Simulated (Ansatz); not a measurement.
Bands of a (6,2) carbon nanotube, along its axis.

Calculation: PBE (plane waves to 420 eV, PAW; Ansatz, a quantum-chemistry and plane-wave program). Mesh 1×1×6. No spin polarisation. It repeats along c; a and b span vacuum. An idealised model, rolled from the flat sheet. Symmetry and one short period hold its shape; lower forms weren't sought.

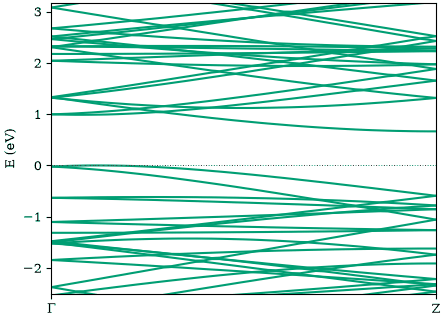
Figure. Bands from the zone centre to the zone edge (period 15.40 Å); the dotted line marks the highest filled level

Is it a metal or a semiconductor at this level? Give what the bands show.

A semiconductor in PBE.
| Item | Value |
|---|---|
| PBE gap | 0.66 eV, indirect, from k = 0.062 × 2π/c to the zone edge |
